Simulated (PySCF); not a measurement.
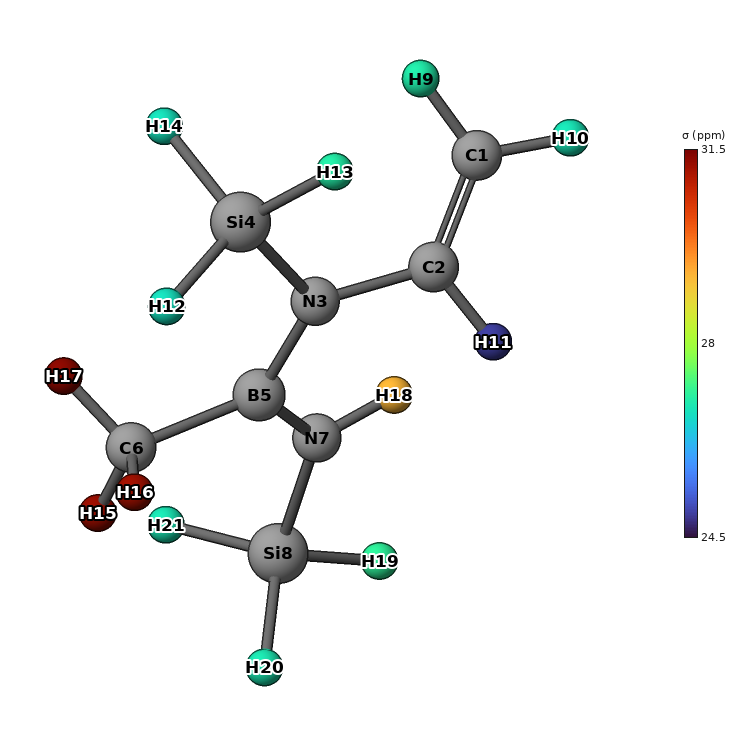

Atoms are coloured by their isotropic NMR shieldings (H only, the others grey). The geometry was computed by an optimisation with GFN2-xTB. No frequency run is at hand to confirm it as a minimum. Method: GIAO PBE0/pcSseg-1 NMR shielding, non-relativistic, gas phase (PySCF 2.14.0).

List the isotropic NMR shieldings of the H atoms.

```
atom  σ (ppm)
  H9    26.97
 H10    26.84
 H11    24.94
 H12    26.75
 H13    27.01
 H14    26.78
 H15    31.23
 H16    31.15
 H17    31.32
 H18    29.22
 H19    27.10
 H20    26.88
 H21    26.87
```

The geometry is semi-empirical. Around B, Si such bond lengths and angles can be off by a tenth of an ångström or more and by several degrees, and values that hang on the shape move with them.
